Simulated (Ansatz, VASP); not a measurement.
# Ni16N (Ni(100)) in two plane-wave programs

One calculation is typed for both programs; each brings its own data sets and cutoff. How far apart do they land?

Method: plane waves, with VASP 6.6.1 beside it; single point at RPBE, in Ansatz 0.2.0.

## 1. The starting structure

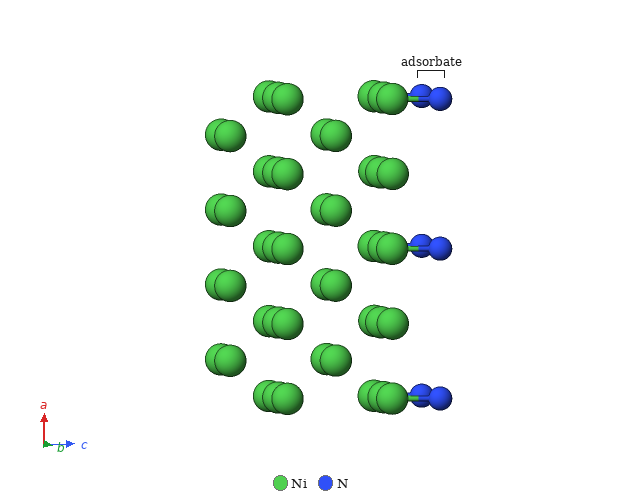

The starting structure, seen from the side, with the c axis across the page (nickel green, nitrogen blue). 2×1×1 cells are drawn. Some periodic images of atoms are drawn too.

The cell holds 17 atoms: 16 Ni and 1 N. Its edges and angles: a = 5.027 Å, b = 5.027 Å, c = 20.332 Å, α = 90.0°, β = 90.0°, γ = 90.0°. It derives from Ni. As first built, before any earlier steps moved the atoms: N over the ontop site of Ni(100). Vacuum lies along c.

## 2. Ansatz: single point, RPBE

Ansatz runs on its default PAW (the set named soft_2) files.

With cell and atoms fixed, the geometry can't cause a difference; cores, projectors, grids and the points listed under the comparison can.

input.yaml reads:

```yaml
crystal:
  lattice:
    - [5.0272167418, 0.0, 0.0]
    - [0.0, 5.0272167418, 0.0]
    - [0.0, 0.0, 20.3321685729]
  atoms:
    - { symbol: Ni, position: [0.25, 0.25, 0.36887359], spin: 1.0 }
    - { symbol: Ni, position: [0.75, 0.25, 0.36887359], spin: 1.0 }
    - { symbol: Ni, position: [0.25, 0.75, 0.36887359], spin: 1.0 }
    - { symbol: Ni, position: [0.75, 0.75, 0.36887359], spin: 1.0 }
    - { symbol: Ni, position: [0.0, 0.0, 0.4562912], spin: 1.0 }
    - { symbol: Ni, position: [0.5, 0.0, 0.4562912], spin: 1.0 }
    - { symbol: Ni, position: [0.0, 0.5, 0.4562912], spin: 1.0 }
    - { symbol: Ni, position: [0.5, 0.5, 0.4562912], spin: 1.0 }
    - { symbol: Ni, position: [0.2502464564, 0.2502464564, 0.5443913437], spin: 1.0 }
    - { symbol: Ni, position: [0.7497535436, 0.2502464564, 0.5443913437], spin: 1.0 }
    - { symbol: Ni, position: [0.2502464564, 0.7497535436, 0.5443913437], spin: 1.0 }
    - { symbol: Ni, position: [0.7497535436, 0.7497535436, 0.5443913437], spin: 1.0 }
    - { symbol: Ni, position: [0.0, 0.0, 0.630413114], spin: 1.0 }
    - { symbol: Ni, position: [0.5, 0.0, 0.6313662122], spin: 1.0 }
    - { symbol: Ni, position: [0.0, 0.5, 0.6313662122], spin: 1.0 }
    - { symbol: Ni, position: [0.5, 0.5, 0.6274328644], spin: 1.0 }
    - { symbol: "N", position: [0.0, 0.0, 0.7102672045] }
hamiltonian:
  xc: rpbe
  pseudopotentials: { kind: paw }
magnetization:
  spin_polarized: true
kpoints:
  mp_grid: { grid: [5, 5, 1] }
scf:
  occupations: { method: methfessel_paxton, width: 0.15 }
  n_extra_bands: 18
efield:
  axis: 3
  dipole_correction: true
  ramp_width: 0.04
output:
  forces: true
  eigenvalues: true
  write_density: true
  write_potential: true
  elf: true
  volumetric_format: npy
```

Launch:

```sh
$ ansatz run input.yaml --threads 8 --pin off --max-ram 18432MiB --backend cpu --events-out ev --progress --plain --runs-dir out
```

Numbers of over 12 decimals in the logs are rounded to 6 here.

The log of the run:

```text
Warning: the band count 165 (scf.n_extra_bands) hosts the net moment |M| = 16.0000 μB (N_el = 293) but caps the reachable moment at 2·n_bands − N_el = 37.0000 μB, below the 186 bands that the automatic rule leaves for it — a moment growing past the seed, or the majority channel's smearing tail, pins there with fewer empty majority states than that count leaves; raise or omit scf.n_extra_bands unless the cap is intended
scf.n_extra_bands = 18 over 147 filled bands (N_el = 293.0): the run solves 165 bands
Engine: ansatz 0.2.0, aarch64-unknown-linux-gnu
Pseudopotentials: kind: paw
Pseudopotential: Ni, paw, valence charge 18, recommended cutoff 420 eV (normal), Ni.paw.azcp
Pseudopotential: N, paw, valence charge 5, recommended cutoff 420 eV (normal), N.paw.azcp
Functional definition: RPBE
  parameter kappa = 0.804
  parameter beta = 0.066725
  exchange = rpbe_x(kappa = kappa, mu = beta*pi^2/3)
  correlation = pbe_c(beta = beta)
Crystal: 17 atoms, lattice volume = 513.853 Å³
Basis set: ecut = 420 eV, 10055 PW (Γ), exchange–correlation on 72×72×288 points (8 copies of the dense FFT grid, shifted against one another)
Bands: 165, of which v1, the nominal top of the filled ones, is band 147 counted from 1 (146 counted from 0)
Symmetry: 8 space group operations
k-points: 6 of 25
Non-local potential: Ni, projectors of the file, l = 0: 3, l = 1: 2, l = 2: 3, l = 3: 1
Non-local potential: N, projectors of the file, l = 0: 2, l = 1: 2, l = 2: 1
PAW form: soft (Blöchl's): semilocal exchange-correlation on the pseudo side does not see the compensation charge
PAW frozen core: Ni, regenerated for the run's functional, and the local potential with it (the file was generated under x = pbe(κ = 0.804, μ = 0.219515), c = pbe(β = 0.066725))
PAW frozen core: N, regenerated for the run's functional, and the local potential with it (the file was generated under x = pbe(κ = 0.804, μ = 0.219515), c = pbe(β = 0.066725))
PAW one-centre angular grid: Ni, 590 points (default); XC on 64 Gauss nodes
PAW one-centre angular grid: N, 110 points (default); XC on 64 Gauss nodes
Initial density: superposition of atomic densities (neutral atoms: chi_scale 0, normalization atom)
Starting moments: Σ|m| = 16 μB on 16 of 17 sites
Initial wavefunctions: pseudopotential atomic-orbital guess
Functional: x = rpbe, c = pbe(β = 0.066725)
SCF iter   1: F=—  HF=-93877.089485 eV  |F-HF|=—  |Δ(HF+E_count)|=         —  Δρ=2.60e-2 (↑2.60e-2 ↓2.27e-2)  dr2=1.71e1  dr2_m=5.14e-1  M=14.856 μB ∫|m|=15.539 μB  β_m=1.00  ethr=3.10e-3  p=-0.000 e·Å  D=-2.08e-5 V/Å  ΔV_dip=0.00 eV  dr2_dipole=2.38e0  V_vac-E_F(+/−)=6.90/6.90 eV  ⟨swp⟩=7.7  Hψ=9276  notcnv=0
Mixer restart at iter 1: flushing history
efield: sawtooth ramp at fractional position 0.0196 (placed from the atoms, in the widest stretch of the axis that holds none; the zero of the levels goes with the place), width 0.0400; the density the first Hamiltonian is built on has a dipole p = -0.000 e·Å; the dipole correction subtracts the counter field D = -2.08e-5 V/Å, which shifts the + side's vacuum level by +0.00 eV against the − side's; the planar-averaged density in the ramp window peaks in size at 3.4e-5 e/Å³
preconditioner: auto → LDOS  [metal: Δε(μ)=0.008 eV  Ē_g=3.969 eV  σ=0.150 eV  W_gap=0.03  n_scr=112 (ndim 8)  ℏωp=21.0 eV  f_vac=0.561  D(μ)=32.65/eV (n_scr^D=344)]
spin=Collinear: LDOS preconditioning applied to the charge; magnetization (m = ρ↑ − ρ↓) channel mixes plain (no charge-response kernel on spin).
SCF iter   2: F=—  HF=-93881.608738 eV  |F-HF|=—  |Δ(HF+E_count)|=    4.52e0  Δρ=1.68e-2 (↑1.68e-2 ↓1.41e-2)  dr2=6.31e0  dr2_m=4.87e-2  M=14.359 μB ∫|m|=15.661 μB  β_m=0.37  ethr=3.10e-3  p=-0.068 e·Å  D=-2.38e-2 V/Å  ΔV_dip=0.48 eV  dr2_dipole=1.10e0  V_vac-E_F(+/−)=6.45/5.96 eV  ⟨swp⟩=2.5  Hψ=3157  notcnv=0  defer=37
density mixer auto → msr1: a metal under ldos (density of states about μ 3.51 of a free-electron gas's, 112 screened modes)
SCF iter   3: F=—  HF=-93888.886779 eV  |F-HF|=—  |Δ(HF+E_count)|=    7.28e0  Δρ=1.26e-2 (↑1.26e-2 ↓9.05e-3)  dr2=1.94e0  dr2_m=2.99e-1  M=13.493 μB ∫|m|=15.263 μB  β_m=0.48  ethr=2.15e-3  p=-0.118 e·Å  D=-4.16e-2 V/Å  ΔV_dip=0.85 eV  dr2_dipole=3.36e-1  V_vac-E_F(+/−)=6.09/5.24 eV  ⟨swp⟩=2.8  Hψ=2995  notcnv=0  defer=37
SCF iter   4: F=—  HF=-93891.863331 eV  |F-HF|=—  |Δ(HF+E_count)|=    2.98e0  Δρ=1.40e-2 (↑7.48e-3 ↓1.40e-2)  dr2=8.24e-1  dr2_m=3.95e-1  M=12.350 μB ∫|m|=14.183 μB  β_m=0.64  ethr=6.63e-4  p=-0.138 e·Å  D=-4.87e-2 V/Å  ΔV_dip=0.99 eV  dr2_dipole=9.03e-2  V_vac-E_F(+/−)=6.03/5.04 eV  ⟨swp⟩=2.0  Hψ=2561  notcnv=0  defer=39
SCF iter   5: F=—  HF=-93893.069758 eV  |F-HF|=—  |Δ(HF+E_count)|=    1.21e0  Δρ=5.07e-3 (↑5.07e-3 ↓3.73e-3)  dr2=1.27e-1  dr2_m=4.44e-2  M=11.783 μB ∫|m|=13.521 μB  β_m=0.73  ethr=2.81e-4  p=-0.170 e·Å  D=-5.99e-2 V/Å  ΔV_dip=1.22 eV  dr2_dipole=2.12e-3  V_vac-E_F(+/−)=6.02/4.81 eV  ⟨swp⟩=3.1  Hψ=4369  notcnv=0  defer=46
[...]
SCF iter  26: F=—  HF=-93892.899243 eV  |F-HF|=—  |Δ(HF+E_count)|=   3.27e-7  S|Δr|=    0.00e0  Δρ=8.75e-6 (↑4.45e-6 ↓8.75e-6)  dr2=7.90e-7  dr2_m=6.10e-8  M=11.717 μB ∫|m|=13.458 μB  β_m=0.56  ethr=3.82e-10  p=-0.165 e·Å  D=-5.82e-2 V/Å  ΔV_dip=1.18 eV  dr2_dipole=1.11e-7  V_vac-E_F(+/−)=5.90/4.72 eV  ⟨swp⟩=3.2  Hψ=3570  notcnv=0  defer=50
SCF iter  27: F=—  HF=-93892.899243 eV  |F-HF|=—  |Δ(HF+E_count)|=   2.02e-8  S|Δr|=    0.00e0  Δρ=3.61e-6 (↑3.61e-6 ↓2.58e-6)  dr2=1.23e-7  dr2_m=1.46e-8  M=11.717 μB ∫|m|=13.458 μB  β_m=0.68  ethr=2.70e-10  p=-0.165 e·Å  D=-5.82e-2 V/Å  ΔV_dip=1.18 eV  dr2_dipole=2.75e-10  V_vac-E_F(+/−)=5.90/4.72 eV  ⟨swp⟩=1.8  Hψ=2267  notcnv=0  defer=50
SCF iter  28: F=-93892.899243 eV  HF=-93892.899243 eV  |F-HF|=1.15e-7  |Δ(HF+E_count)|=   1.90e-7  S|Δr|=    0.00e0  Δρ=2.40e-6 (↑2.18e-6 ↓2.40e-6)  dr2=2.36e-8  dr2_m=1.89e-8  M=11.717 μB ∫|m|=13.458 μB  ethr=3.41e-11  p=-0.165 e·Å  D=-5.82e-2 V/Å  ΔV_dip=1.18 eV  dr2_dipole=2.42e-9  V_vac-E_F(+/−)=5.90/4.72 eV  ⟨swp⟩=16.6  Hψ=16572  notcnv=0
WARN: efield: at this solve's end the planar-averaged density reaches 4.69e-5 e/Å³ inside the ramp window [0.9704, 0.1088] (bound 1e-5 e/Å³), and -4.60e-5 e/Å³ on another of its planes; by the running means of the window's planes the mean density over a ramp is at most 1.05e-5 e/Å³, which is held to the bound (the quickstart, § The vacuum guard, A window that rings); the window's nearer edge stands 5.29 Å from this s [...]
SCF 1 converged in 28 iterations: F = -93892.899243 eV  dr2 = 2.36e-8
  greatest PAW one-centre occupation: 1.001 electrons in one spin orbital (limit 2), on the Ni atom at site 14 (counted from 0), in its partial waves of l = 1
WARN: The output density's exchange-correlation potential varies sharply where the density is thin. Do not read a vacuum level from v_tot or v_xc, or from such a field of the output density. On a cell that repeats whose density bears no net charge and no dipole along the vacuum's axis use v_es (v_loc + v_h of the components); under efield.dipole_correction with no amplitude use v_es + v_field, which holds any externa [...]
this state was not tested for a lower state beside it, because cold or Methfessel-Paxton smearing, or corrected tetrahedra, fill the levels in a way that the test cannot read (fill_not_monotonic; see scf.lower_state_search)
SCF converged after 28 iterations
Magnetization: 11.7174 μB (152.3587 up, 140.6413 down)
Absolute magnetization: 13.4700 μB (∫|ρ↑−ρ↓|, with the PAW one-centre terms)
Spin contamination: 0.1915 ħ² per cell (⟨S²⟩ above its minimum at these occupations)
Per-site moments (μB) at R_I (Å): [(0.791262, 1.036863), (0.791262, 1.036863), (0.791262, 1.036863), (0.791262, 1.036863), (0.725375, 1.036863), (0.769968, 1.036863), (0.769968, 1.036863), (0.724595, 1.036863), (0.754823, 1.010720), (0.754823, 1.010720), (0.754823, 1.010720), (0.754823, 1.010720), (0.381600, 0.669738), (0.720767, 1.034241), (0.720767, 1.034241), (0.816926, 1.010720), (0.384824, 0.669738)]
Free energy (F): -93892.899243 eV
Harris-Foulkes:  -93892.899243 eV  (|F-HF|=1.15e-7)
Internal energy: -93892.914156 eV  (E = F + TS)
E sigma→0 (E₀):  -93892.902971 eV
Entropy (-TS):   0.014913 eV (0.877 meV/atom)
Fermi energy:    2.970136 eV
Dipole field:    D = -0.058196 V/Å  (p = -0.165260 e·Å, saw-weighted, corrected)
Work function:   Φ+ = 5.9038 eV   Φ− = 4.7206 eV
Levels:          The Fermi level and band energies are counted from a zero that moves with the ramp; work functions are not
Vacuum region:   at the solve's end the planar-averaged density reaches 4.69e-5 e/Å³ inside the ramp window [0.9704, 0.1088] (bound 1e-5 e/Å³), and -4.60e-5 e/Å³ on another of its planes; by the running means of the window's planes the mean density over a ramp is at most 1.05e-5 e/Å³, which is held to the bound (the quickstart, § The vacuum guard, A window that rings)
--- Per-component energies (eV) ---
  E_band       = -8908.090757
  E_kinetic    = 4613.241870
  E_local      = -496071.372676  (includes V_loc(G=0)·N_el)
  E_nonlocal   = 10246.591311
  E_hartree    = 241288.644925
  E_xc         = -1397.048722
  E_vxc        = -1795.545427  (∫ρ·V_xc dr)
  E_paw        = -26314.258087  (= ΣΔE_a)
  E_vpaw       = -8465.799944  (= ΣTr[D̂ρ^β])
  E_aug_tail   = 0.008079  (compensation charges beyond the density's cutoff)
  E_efield     = 0.004809  (sawtooth field / dipole correction)
  E_vefield    = -12.490595  (∫n·V_field dr)
  E_ewald      = 173742.002151
  E_core_change = -0.727816  (= ΣΔE_core)
  E_smearing   = 0.014913  (= −TS)
  E_closure    = 0.000000  (closes the sum)
  Σ components = -93892.899243   (vs F -93892.899243, Δ=0.00e0)
--- Forces (eV/Å), atoms counted from 1 ---
  atom   1  Ni     0.02169991     0.02169991     0.32515774
  atom   2  Ni    -0.02169991     0.02169991     0.32515774
  atom   3  Ni     0.02169991    -0.02169991     0.32515774
  atom   4  Ni    -0.02169991    -0.02169991     0.32515774
  atom   5  Ni    -0.00000000     0.00000000    -0.22242663
  atom   6  Ni    -0.00000000     0.00000000    -0.27612716
  atom   7  Ni     0.00000000     0.00000000    -0.27612716
  atom   8  Ni    -0.00000000     0.00000000    -0.41395340
  atom   9  Ni    -0.00037715    -0.00037715    -0.00617332
  atom  10  Ni     0.00037715    -0.00037715    -0.00617332
  atom  11  Ni    -0.00037715     0.00037715    -0.00617332
  atom  12  Ni     0.00037715     0.00037715    -0.00617332
  atom  13  Ni    -0.00000000     0.00000000     0.20558358
  atom  14  Ni    -0.00000000     0.00000000    -0.03106221
  atom  15  Ni     0.00000000     0.00000000    -0.03106221
  atom  16  Ni    -0.00000000     0.00000000    -0.01667739
  atom  17  N     -0.00000000     0.00000000    -0.21409721
  max |Σ_I F_I| component: 1.21e-5 eV/Å
--- Band table (eV; the first three rows and the last of 12) ---
  k-point 0 ↑: bands = [... 143 lower, 2.3346, 2.3508, 2.4074, 2.4709, 2.4709, 2.6070, 2.7103, 2.9207, ... 14 higher]
  k-point 1 ↑: bands = [... 143 lower, 2.2642, 2.2811, 2.3062, 2.3616, 2.4397, 2.4960, 2.5568, 2.5950, ... 14 higher]
  k-point 2 ↑: bands = [... 143 lower, 2.2709, 2.3017, 2.3065, 2.3189, 2.3396, 2.3396, 2.3484, 2.6440, ... 14 higher]
  k-point 5 ↓: bands = [... 143 lower, 2.8680, 2.8972, 2.9682, 3.1924, 3.1997, 3.2170, 3.2323, 3.2501, ... 14 higher]
```

It took 97 s on 8 threads of Arm Neoverse N1, shared host; peak memory 3.6 GiB.

(Part 1 of 2 ends here.)

[Lines on the potential files, build, host, timing and source positions are cut from VASP's logs without a mark.]

[Logs are printed without paths, hosts, clocks, repeated set-up lines and the standing remarks that a program may print on its own settings, such as how far it seeks lower states.]

[Hosts, paths, dates, database ids (printed as entryN), source tags and the programs' standing remarks are cut or masked in the printed files.]
